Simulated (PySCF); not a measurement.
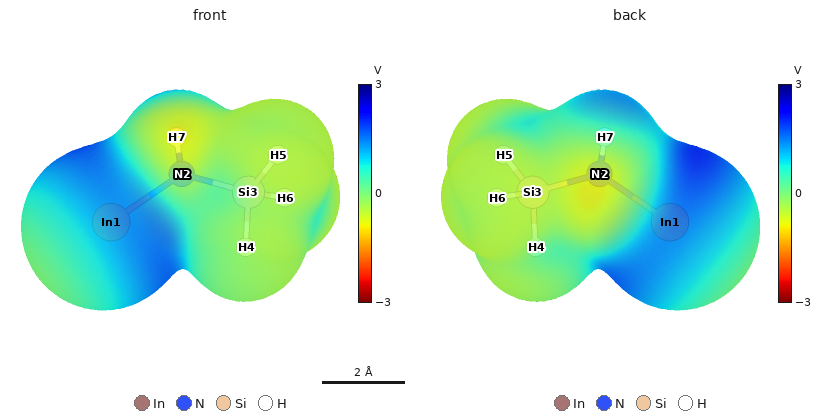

Figure. H₄InNSi. The molecular electrostatic potential painted on the density surface at 0.002 e/bohr³, seen from the front and from behind; the colour scale runs from red (negative) to blue (positive).

Geometry: B3LYP-D3(BJ)/def2-SVP; core potentials replace the inner electrons of In.

Level of theory: Gaussian-basis quantum chemistry of an isolated molecule with PySCF, energy and nuclear gradient, functional PBE0 (PySCF 2.14.0).

| atom | x (Å) | y (Å) | z (Å) |
| --- | --- | --- | --- |
| In | -2.7885 | 2.0348 | -0.8417 |
| N | -0.6943 | 1.8269 | -0.4523 |
| Si | 0.0624 | 0.4312 | 0.2339 |
| H | -1.0369 | -0.5588 | 0.4860 |
| H | 0.7555 | 0.6725 | 1.5428 |
| H | 1.0706 | -0.2373 | -0.6539 |
| H | -0.0735 | 2.6047 | -0.6834 |

Describe the electrostatic potential map.

Answer. The most negative region (about −0.9 V) lies over N2, the most positive (about +2.0 V) over In1.

How polar is the molecule by this calculation?

Answer. Its dipole moment is 2.30 D.
